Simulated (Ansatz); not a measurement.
Nudged elastic band, with input and output: Si₂NH₉

- system: Si₂NH₉
- method: RKS B3LYP-D4/6-31G* (Ansatz 0.2.0)

It belongs to a series of runs on one base structure; here: band between the two ends. Figures and captions count atoms from 1; the log counts them from 0 in places.

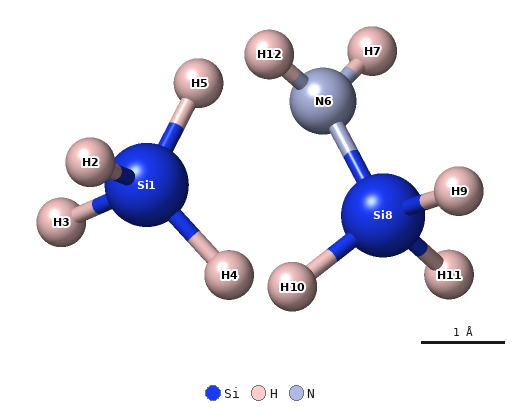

Figure 1. The structure as given in the input (ball-and-stick view, seen at a tilt; atoms are numbered from 1 in the order of the input). Bond lengths as drawn: H–N 1.01 Å, H–Si 1.48 to 1.50 Å and N–Si 1.74 Å.

Input file
```yaml
crystal:
  periodic: [false, false, false]
  atoms:
    - { symbol: Si, position_ang: [0.390824, 0.122461, -0.222783] }
    - { symbol: H, position_ang: [0.743772, -0.394728, 1.123067] }
    - { symbol: H, position_ang: [1.659069, 0.311508, -0.987886] }
    - { symbol: H, position_ang: [-0.282421, 1.44077, -0.133568] }
    - { symbol: H, position_ang: [-0.443561, -0.854276, -0.966766] }
    - { symbol: "N", position_ang: [-2.259774, -0.347869, 1.419553] }
    - { symbol: H, position_ang: [-2.892395, -0.73224, 0.726584] }
    - { symbol: Si, position_ang: [-2.707027, 1.144475, 2.203054] }
    - { symbol: H, position_ang: [-3.848196, 1.066271, 3.167685] }
    - { symbol: H, position_ang: [-1.519926, 1.636189, 2.949928] }
    - { symbol: H, position_ang: [-3.092828, 2.104547, 1.135792] }
    - { symbol: H, position_ang: [-1.887337, -1.097007, 1.992739] }
basis:
  gaussian: { orbitals: "6-31G*" }
hamiltonian:
  xc: b3lyp
  dispersion: d4
neb:
  order_check: false
  images: 5
  f_tol: 0.03
  max_iterations: 60
  final_atoms:
    - { symbol: Si, position_ang: [-0.43522725, 0.50677488, -0.39487366] }
    - { symbol: H, position_ang: [-0.69545179, -2.34668101, 2.65178616] }
    - { symbol: H, position_ang: [0.60847287, 1.25840574, 0.34645617] }
    - { symbol: H, position_ang: [-0.73495684, 1.25223601, -1.65212073] }
    - { symbol: H, position_ang: [0.07251428, -0.83538193, -0.78854008] }
    - { symbol: "N", position_ang: [-1.8059005, 0.31719778, 0.66476808] }
    - { symbol: H, position_ang: [-2.46911301, -0.40137064, 0.38765212] }
    - { symbol: Si, position_ang: [-2.33908793, 1.36999782, 1.94730554] }
    - { symbol: H, position_ang: [-2.93397136, 0.56233746, 3.04631998] }
    - { symbol: H, position_ang: [-1.15050951, 2.11243536, 2.43699892] }
    - { symbol: H, position_ang: [-3.36752147, 2.36539896, 1.52634094] }
    - { symbol: H, position_ang: [-0.8890475, -1.76124943, 2.23530557] }
  initial_path:
    images:
      - { positions_ang: [[0.390824, 0.122461, -0.222783], [0.743772, -0.394728, 1.123067], [1.659069, 0.311508, -0.987886], [-0.282421, 1.44077, -0.133568], [-0.443561, -0.854276, -0.966766], [-2.259774, -0.347869, 1.419553], [-2.892395, -0.73224, 0.726584], [-2.707027, 1.144475, 2.203054], [-3.848196, 1.066271, 3.167685], [-1.519926, 1.636189, 2.949928], [-3.092828, 2.104547, 1.135792], [-1.887337, -1.097007, 1.992739]] }
      - { positions_ang: [[0.26052234, 0.07742139, -0.14703177], [0.4829273, -0.30277781, 1.35235705], [1.56763521, 0.18753206, -0.81053585], [-0.39214588, 1.37434537, -0.22972222], [-0.54265595, -0.94736054, -0.83266031], [-2.18076446, -0.21204798, 1.15810739], [-2.84964961, -0.64718761, 0.51790032], [-2.63344294, 1.11068841, 2.16692839], [-3.63849581, 0.77818854, 3.12398857], [-1.44034298, 1.61000801, 2.87944636], [-3.17223097, 2.12302243, 1.3177147], [-1.60115626, -0.75173126, 1.91090634]] }
      - { positions_ang: [[0.13022068, 0.03238178, -0.07128055], [0.2220826, -0.21082762, 1.58164711], [1.47620142, 0.06355612, -0.63318569], [-0.50187077, 1.30792074, -0.32587643], [-0.6417509, -1.04044509, -0.69855461], [-2.10175491, -0.07622696, 0.89666179], [-2.80690421, -0.56213521, 0.30921664], [-2.55985888, 1.07690182, 2.13080279], [-3.42879562, 0.49010607, 3.08029214], [-1.36075996, 1.58382702, 2.80896473], [-3.25163393, 2.14149786, 1.49963741], [-1.31497552, -0.40645552, 1.82907367]] }
      - { positions_ang: [[-8.097e-05, -0.01265783, 0.00447068], [-0.0387621, -0.11887743, 1.81093716], [1.38476763, -0.06041982, -0.45583554], [-0.61159565, 1.24149611, -0.42203065], [-0.74084585, -1.13352963, -0.56444892], [-2.02274537, 0.05959406, 0.63521618], [-2.76415882, -0.47708282, 0.10053297], [-2.48627482, 1.04311522, 2.09467718], [-3.21909542, 0.20202361, 3.03659571], [-1.28117694, 1.55764602, 2.73848309], [-3.3310369, 2.15997329, 1.68156011], [-1.02879479, -0.06117978, 1.74724101]] }
      - { positions_ang: [[-0.14512973, 0.1604864, -0.1286441], [-0.25765867, -0.86147863, 2.09122016], [1.12600271, 0.3791887, -0.18840497], [-0.65271605, 1.24507608, -0.83206068], [-0.46972581, -1.03414706, -0.63914597], [-1.95046375, 0.14546196, 0.64506682], [-2.66581022, -0.45184542, 0.19623935], [-2.43721252, 1.15207609, 2.0455533], [-3.12405407, 0.32212823, 3.03983713], [-1.23762113, 1.7425758, 2.63798837], [-3.34319842, 2.22844851, 1.62982039], [-0.98221236, -0.62786966, 1.9099292]] }
      - { positions_ang: [[-0.29017849, 0.33363064, -0.26175888], [-0.47655523, -1.60407982, 2.37150316], [0.86723779, 0.81879722, 0.0790256], [-0.69383644, 1.24865604, -1.2420907], [-0.19860576, -0.9347645, -0.71384303], [-1.87818212, 0.23132987, 0.65491745], [-2.56746161, -0.42660803, 0.29194573], [-2.38815022, 1.26103695, 1.99642942], [-3.02901272, 0.44223285, 3.04307856], [-1.19406532, 1.92750558, 2.53749364], [-3.35535995, 2.29692374, 1.57808067], [-0.93562993, -1.19455955, 2.07261738]] }
      - { positions_ang: [[-0.43522725, 0.50677488, -0.39487366], [-0.69545179, -2.34668101, 2.65178616], [0.60847287, 1.25840574, 0.34645617], [-0.73495684, 1.25223601, -1.65212073], [0.07251428, -0.83538193, -0.78854008], [-1.8059005, 0.31719778, 0.66476808], [-2.46911301, -0.40137064, 0.38765212], [-2.33908793, 1.36999782, 1.94730554], [-2.93397136, 0.56233746, 3.04631998], [-1.15050951, 2.11243536, 2.43699892], [-3.36752147, 2.36539896, 1.52634094], [-0.8890475, -1.76124943, 2.23530557]] }
```

Machine: 1 thread of Intel Xeon (Granite Rapids), 32 GiB of memory available, shared host.

Launch command:
```bash
ansatz run input.yaml --threads 1 --pin off --max-ram 2048MiB --backend cpu --events-out ev --progress --plain --runs-dir out
```

What the program printed
```
Engine: ansatz 0.2.0, x86_64-unknown-linux-gnu
Functional definition: B3LYP
  parameter a0 = 0.2
  parameter ax = 0.72
  parameter ac = 0.81
  exchange = (1 - a0 - ax)*slater_x + ax*b88_x + a0*exact_x
  correlation = (1 - ac)*vwn_rpa_c + ac*lyp_c
815 factors; integrals over basis functions are off by at most 7.0e-4 eV
mean field evaluation 1: about -17386.6188 eV, gradient 5.2e1 eV
mean field evaluation 2: about -17377.8958 eV, gradient 7.9e1 eV
mean field evaluation 4: about -17392.0569 eV, gradient 1.0e0 eV
mean field evaluation 8: about -17392.0759 eV, gradient 7.7e-3 eV
mean field -17392.07589145 eV, -639.1470002383 hartree, gradient 8.3e-6 eV, S^2 0.000000; 0 other end points of the search recorded, 0 dependent functions left out
the calculation of the forces begins
reference -17392.07616895 eV, -639.1470104361 hartree; 22, 22 occupied and 49, 49 virtual orbitals, 815 factors
816 factors; integrals over basis functions are off by at most 8.7e-4 eV
mean field evaluation 16: about -17373.5865 eV, gradient 8.9e1 eV
mean field -17392.26301500 eV, -639.1538769020 hartree, gradient 3.7e-5 eV, S^2 0.000000; 0 other end points of the search recorded, 0 dependent functions left out
[... from here on the field's lines of each further geometry are left out, up to the last ...]
NEB iter   1: max|band force component| = 7.785e0 eV/Å  barrier→ = 5.0431 eV  barrier← = 5.2609 eV  Δτ_max = 0.2000 Å  (164 SCF iters)
NEB iter   2: max|band force component| = 4.093e0 eV/Å  barrier→ = 3.4028 eV  barrier← = 3.6206 eV  Δτ_max = 0.2000 Å  (131 SCF iters)
NEB iter   3: max|band force component| = 4.986e0 eV/Å  barrier→ = 2.7094 eV  barrier← = 2.9272 eV  Δτ_max = 0.1001 Å  (127 SCF iters)
NEB iter   4: max|band force component| = 1.133e0 eV/Å  barrier→ = 2.4374 eV  barrier← = 2.6552 eV  Δτ_max = 0.1966 Å  (120 SCF iters)
NEB iter   5: max|band force component| = 1.151e0 eV/Å  barrier→ = 1.7221 eV  barrier← = 1.9399 eV  Δτ_max = 0.2000 Å  (127 SCF iters)
NEB iter   6: max|band force component| = 1.563e0 eV/Å  barrier→ = 1.3766 eV  barrier← = 1.5944 eV  Δτ_max = 0.1004 Å  (121 SCF iters)
NEB iter   7: max|band force component| = 8.078e-1 eV/Å  barrier→ = 1.6214 eV  barrier← = 1.8392 eV  Δτ_max = 0.1008 Å  (112 SCF iters)
NEB iter   8: max|band force component| = 5.489e-1 eV/Å  barrier→ = 1.8090 eV  barrier← = 2.0268 eV  Δτ_max = 0.1908 Å  (113 SCF iters)
NEB iter   9: max|band force component| = 9.672e-1 eV/Å  barrier→ = 1.9326 eV  barrier← = 2.1504 eV  CI = image 2  Δτ_max = 0.1989 Å  (116 SCF iters)
NEB iter  10: max|band force component| = 1.201e0 eV/Å  barrier→ = 2.0119 eV  barrier← = 2.2297 eV  CI = image 2  Δτ_max = 0.1001 Å  (114 SCF iters)
NEB iter  11: max|band force component| = 1.112e0 eV/Å  barrier→ = 2.0478 eV  barrier← = 2.2656 eV  CI = image 2  Δτ_max = 0.2000 Å  (111 SCF iters)
NEB iter  12: max|band force component| = 9.895e-1 eV/Å  barrier→ = 2.1197 eV  barrier← = 2.3375 eV  CI = image 2  Δτ_max = 0.1992 Å  (116 SCF iters)
NEB iter  13: max|band force component| = 8.821e-1 eV/Å  barrier→ = 2.1160 eV  barrier← = 2.3337 eV  CI = image 2  Δτ_max = 0.1890 Å  (115 SCF iters)
NEB iter  14: max|band force component| = 6.723e-1 eV/Å  barrier→ = 2.0572 eV  barrier← = 2.2750 eV  CI = image 2  Δτ_max = 0.1708 Å  (114 SCF iters)
NEB iter  15: max|band force component| = 4.151e-1 eV/Å  barrier→ = 2.0667 eV  barrier← = 2.2845 eV  CI = image 2  Δτ_max = 0.1082 Å  (115 SCF iters)
NEB iter  16: max|band force component| = 3.039e-1 eV/Å  barrier→ = 2.0561 eV  barrier← = 2.2739 eV  CI = image 2  Δτ_max = 0.1095 Å  (115 SCF iters)
NEB iter  17: max|band force component| = 1.498e-1 eV/Å  barrier→ = 2.0467 eV  barrier← = 2.2645 eV  CI = image 2  Δτ_max = 0.0852 Å  (114 SCF iters)
NEB iter  18: max|band force component| = 9.234e-2 eV/Å  barrier→ = 2.0442 eV  barrier← = 2.2619 eV  CI = image 2  Δτ_max = 0.1948 Å  (116 SCF iters)
NEB iter  19: max|band force component| = 4.006e-1 eV/Å  barrier→ = 2.0460 eV  barrier← = 2.2638 eV  CI = image 2  Δτ_max = 0.0984 Å  (118 SCF iters)
NEB iter  20: max|band force component| = 1.034e-1 eV/Å  barrier→ = 2.0436 eV  barrier← = 2.2614 eV  CI = image 2  Δτ_max = 0.1970 Å  (118 SCF iters)
NEB iter  21: max|band force component| = 2.739e-1 eV/Å  barrier→ = 2.0448 eV  barrier← = 2.2626 eV  CI = image 2  Δτ_max = 0.0790 Å  (116 SCF iters)
NEB iter  22: max|band force component| = 9.955e-2 eV/Å  barrier→ = 2.0436 eV  barrier← = 2.2614 eV  CI = image 2  Δτ_max = 0.0939 Å  (113 SCF iters)
NEB iter  23: max|band force component| = 3.186e-1 eV/Å  barrier→ = 2.0411 eV  barrier← = 2.2589 eV  CI = image 2  Δτ_max = 0.0467 Å  (111 SCF iters)
NEB iter  24: max|band force component| = 7.895e-2 eV/Å  barrier→ = 2.0405 eV  barrier← = 2.2583 eV  CI = image 2  Δτ_max = 0.0930 Å  (109 SCF iters)
NEB iter  25: max|band force component| = 1.208e-1 eV/Å  barrier→ = 2.0405 eV  barrier← = 2.2583 eV  CI = image 2  Δτ_max = 0.0468 Å  (106 SCF iters)
NEB iter  26: max|band force component| = 3.639e-2 eV/Å  barrier→ = 2.0406 eV  barrier← = 2.2584 eV  CI = image 2  Δτ_max = 0.0464 Å  (96 SCF iters)
NEB iter  27: max|band force component| = 1.069e-1 eV/Å  barrier→ = 2.0405 eV  barrier← = 2.2583 eV  CI = image 2  Δτ_max = 0.0234 Å  (92 SCF iters)
NEB iter  28: max|band force component| = 4.863e-2 eV/Å  barrier→ = 2.0405 eV  barrier← = 2.2583 eV  CI = image 2  Δτ_max = 0.0301 Å  (91 SCF iters)
the calculation of the forces begins
reference -17392.25662075 eV, -639.1536419175 hartree; 22, 22 occupied and 49, 49 virtual orbitals, 816 factors
815 factors; integrals over basis functions are off by at most 5.5e-4 eV
mean field evaluation 928: about -17389.7964 eV, gradient 6.9e0 eV
mean field -17389.94997739 eV, -639.0688743375 hartree, gradient 1.6e-5 eV, S^2 0.000000; 1 other end points of the search recorded, 0 dependent functions left out
the calculation of the forces begins
reference -17389.95023661 eV, -639.0688838636 hartree; 22, 22 occupied and 49, 49 virtual orbitals, 815 factors
NEB iter  29: max|band force component| = 2.958e-2 eV/Å  barrier→ = 2.0405 eV  barrier← = 2.2583 eV  CI = image 2  Δτ_max = 0.0000 Å  (210 SCF iters)
```

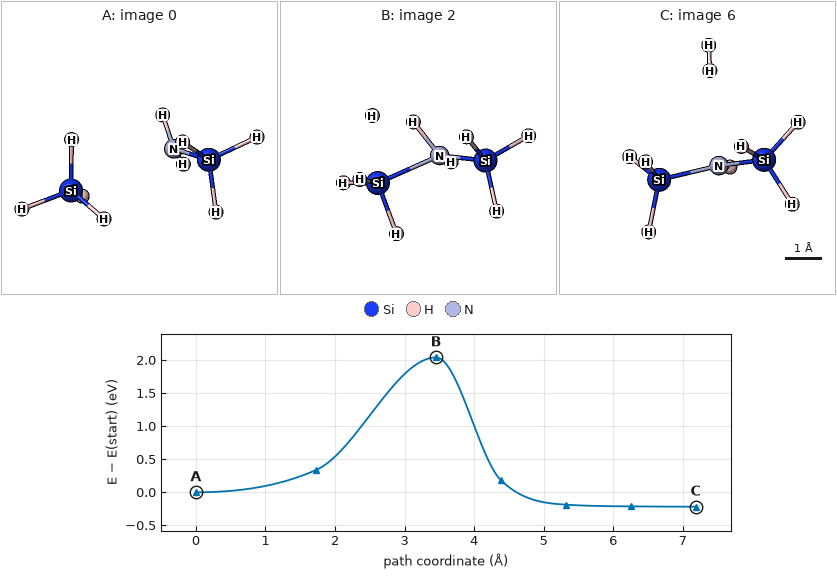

Figure 2. Images of the last band (counted from 0; ball-and-stick, seen at a tilt) above the energy along the path; the line is a cubic interpolation that uses the forces. The highest image is number 2, 2.041 eV above the start and 2.258 eV above the end (the climbing image); the end lies 0.218 eV below the start. The path is 7.18 Å long. The band converged in 29 iterations.

```
Total energy: -17390.36066107 eV, -639.0839666847 hartree
Atom 0 at    -0.358992     0.097551    -0.078650 Å, force    -0.003911    -0.002265    -0.000599 eV/Å
Atom 1 at     0.103277    -1.137810     1.292895 Å, force     0.001338     0.002668     0.001411 eV/Å
Atom 2 at     0.748178     0.938447     0.434643 Å, force     0.000222    -0.000634     0.000552 eV/Å
Atom 3 at    -1.104212     1.059625    -0.980489 Å, force     0.001088    -0.000162    -0.000066 eV/Å
Atom 4 at    -0.047123    -1.012292    -1.011874 Å, force    -0.000139     0.000998    -0.000636 eV/Å
Atom 5 at    -1.847118    -0.115442     1.119288 Å, force     0.001836     0.002280    -0.000002 eV/Å
Atom 6 at    -2.606212    -0.636821     0.672172 Å, force     0.000059     0.000208    -0.000285 eV/Å
Atom 7 at    -2.405645     1.250090     2.138693 Å, force    -0.000222    -0.000422    -0.000371 eV/Å
Atom 8 at    -3.551437     0.789594     2.960415 Å, force    -0.000095    -0.000063     0.000058 eV/Å
Atom 9 at    -1.251931     1.608548     2.993742 Å, force     0.000032     0.000090     0.000365 eV/Å
Atom 10 at    -2.812544     2.406621     1.305898 Å, force    -0.000007     0.000352    -0.000021 eV/Å
Atom 11 at    -1.006041    -0.848011     1.560666 Å, force    -0.000202    -0.003051    -0.000407 eV/Å
Dipole moment:    -0.610194     0.121966     0.159154 e Å
this run last wrote the band of iteration 29 to [file]
```

The last band as extended XYZ (Å, eV, eV/Å)
```
12
Properties=species:S:1:pos:R:3:forces:R:3 image=0 energy=-17392.40094
Si    0.3908    0.1225   -0.2228   -0.0139   0.0178  -0.0131
H     0.7438   -0.3947    1.1231    0.0070   0.0004  -0.0033
H     1.6591    0.3115   -0.9879    0.0029  -0.0093   0.0083
H    -0.2824    1.4408   -0.1336    0.0021  -0.0023   0.0055
H    -0.4436   -0.8543   -0.9668    0.0024  -0.0067  -0.0007
N    -2.2598   -0.3479    1.4196    0.0178   0.0056   0.0076
H    -2.8924   -0.7322    0.7266   -0.0106   0.0022  -0.0025
Si   -2.7070    1.1445    2.2031   -0.0191   0.0160  -0.0196
H    -3.8482    1.0663    3.1677    0.0194  -0.0019  -0.0019
H    -1.5199    1.6362    2.9499   -0.0167  -0.0065   0.0015
H    -3.0928    2.1045    1.1358    0.0099  -0.0111   0.0135
H    -1.8873   -1.0970    1.9927   -0.0011  -0.0041   0.0047
12
Properties=species:S:1:pos:R:3:forces:R:3 image=1 energy=-17392.06401
Si    0.1824    0.0551   -0.2074    0.1987   0.0060  -0.0565
H     0.2159   -0.6282    1.1132    0.0671   0.1858  -0.0576
H     1.4337    0.8511   -0.2318    0.2486  -0.0225  -0.2378
H    -0.9087    0.9869   -0.5738    0.0761   0.0071   0.1476
H     0.1915   -1.0354   -1.2197    0.0908   0.0166  -0.0825
N    -2.2675   -0.2920    1.3611   -0.1810  -0.0518   0.0854
H    -3.0081   -0.7448    0.8427   -0.1206  -0.0525   0.0456
Si   -2.5445    1.2032    2.2015   -0.0489  -0.0411   0.0301
H    -3.6527    1.1417    3.1935   -0.0441   0.0930   0.0878
H    -1.2824    1.5388    2.9147   -0.0215  -0.0417  -0.0190
H    -2.8607    2.2910    1.2363   -0.0290  -0.0508  -0.0143
H    -1.6389   -0.9674    1.7771   -0.2361  -0.0481   0.0712
12
Properties=species:S:1:pos:R:3:forces:R:3 image=2 energy=-17390.36040
Si   -0.3590    0.0976   -0.0786   -0.0039  -0.0023  -0.0006
H     0.1033   -1.1378    1.2929    0.0013   0.0027   0.0014
H     0.7482    0.9384    0.4346    0.0002  -0.0006   0.0006
H    -1.1042    1.0596   -0.9805    0.0011  -0.0002  -0.0001
H    -0.0471   -1.0123   -1.0119   -0.0001   0.0010  -0.0006
N    -1.8471   -0.1154    1.1193    0.0018   0.0023   0.0000
H    -2.6062   -0.6368    0.6722    0.0001   0.0002  -0.0003
Si   -2.4056    1.2501    2.1387   -0.0002  -0.0004  -0.0004
H    -3.5514    0.7896    2.9604   -0.0001  -0.0001   0.0001
H    -1.2519    1.6085    2.9937    0.0000   0.0001   0.0004
H    -2.8125    2.4066    1.3059    0.0000   0.0004   0.0000
H    -1.0060   -0.8480    1.5607   -0.0002  -0.0031  -0.0004
12
Properties=species:S:1:pos:R:3:forces:R:3 image=3 energy=-17392.22137
Si   -0.5759    0.2692   -0.1992   -0.2679   0.1918  -0.1525
H     0.2452   -1.3219    1.6634    0.0920  -0.2971   0.3705
H     0.5764    0.9463    0.4599   -0.1704  -0.0699   0.0480
H    -1.0721    1.1561   -1.2686    0.0654   0.1781  -0.3089
H    -0.1093   -0.9946   -0.8367   -0.1445   0.0329   0.1472
N    -1.8925    0.0256    0.9477   -0.0770   0.1856  -0.2167
H    -2.5691   -0.6880    0.6946   -0.0077   0.0153  -0.0112
Si   -2.4507    1.2568    2.0499   -0.0069   0.0187  -0.0673
H    -3.5555    0.7212    2.8907    0.0194  -0.0439  -0.0602
H    -1.3223    1.6784    2.9237   -0.0147   0.0036  -0.0323
H    -2.9431    2.4557    1.3185   -0.0520   0.1219   0.0952
H    -0.4709   -1.1047    1.7634    0.5643  -0.3368   0.1882
12
Properties=species:S:1:pos:R:3:forces:R:3 image=4 energy=-17392.58847
Si   -0.6041    0.3290   -0.3166   -0.0057   0.0098  -0.0128
H     0.3447   -1.6913    2.2446    0.0130  -0.0325   0.0425
H     0.5025    1.0043    0.4092   -0.0090   0.0091  -0.0089
H    -0.9137    1.1381   -1.5300    0.0060   0.0046  -0.0224
H    -0.1794   -1.0219   -0.7696   -0.0097   0.0040  -0.0012
N    -1.9487    0.1729    0.7828   -0.0053   0.0118  -0.0140
H    -2.6162   -0.5598    0.5633   -0.0035   0.0111  -0.0104
Si   -2.4875    1.3395    1.9615   -0.0011   0.0034  -0.0022
H    -3.5483    0.7048    2.7881    0.0055  -0.0090  -0.0014
H    -1.3424    1.7443    2.8183    0.0018   0.0012  -0.0061
H    -3.0520    2.5820    1.3596   -0.0119   0.0086   0.0135
H    -0.2947   -1.3418    2.0959    0.0199  -0.0221   0.0233
12
Properties=species:S:1:pos:R:3:forces:R:3 image=5 energy=-17392.61434
Si   -0.5227    0.4226   -0.3758    0.0001   0.0006  -0.0007
H    -0.1560   -2.1034    2.5887   -0.0033  -0.0029   0.0037
H     0.5399    1.1339    0.3791    0.0000   0.0023  -0.0010
H    -0.7844    1.1843   -1.6318    0.0000   0.0002  -0.0016
H    -0.0608   -0.9352   -0.7710    0.0013   0.0011  -0.0002
N    -1.9075    0.2840    0.6736    0.0017   0.0013  -0.0014
H    -2.6080   -0.3925    0.3843   -0.0002   0.0009  -0.0010
Si   -2.4085    1.3694    1.9424   -0.0003  -0.0004   0.0000
H    -3.2871    0.6264    2.8853    0.0035  -0.0018   0.0019
H    -1.1942    1.8618    2.6411    0.0015   0.0019  -0.0024
H    -3.1712    2.5606    1.4665   -0.0028  -0.0014   0.0012
H    -0.5791   -1.6117    2.2249   -0.0014  -0.0018   0.0015
12
Properties=species:S:1:pos:R:3:forces:R:3 image=6 energy=-17392.61873
Si   -0.4352    0.5068   -0.3949    0.0016   0.0044   0.0046
H    -0.6955   -2.3467    2.6518   -0.0022   0.0031  -0.0054
H     0.6085    1.2584    0.3465    0.0021   0.0015  -0.0017
H    -0.7350    1.2522   -1.6521    0.0007  -0.0009  -0.0026
H     0.0725   -0.8354   -0.7885    0.0006   0.0008  -0.0009
N    -1.8059    0.3172    0.6648   -0.0057  -0.0103  -0.0006
H    -2.4691   -0.4014    0.3877   -0.0001   0.0036   0.0048
Si   -2.3391    1.3700    1.9473    0.0035   0.0011  -0.0050
H    -2.9340    0.5623    3.0463   -0.0010  -0.0010   0.0016
H    -1.1505    2.1124    2.4370    0.0010   0.0004   0.0013
H    -3.3675    2.3654    1.5263   -0.0021   0.0015  -0.0006
H    -0.8890   -1.7612    2.2353    0.0016  -0.0042   0.0045
```

Key numbers

| quantity | value |
| --- | --- |
| outcome | converged |
| barrier, forward | 2.041 eV |
| barrier, backward | 2.258 eV |
| wall time | 4.3 min |
| peak memory | 0.16 GiB |

Remarks

The order of the saddle point was not checked.
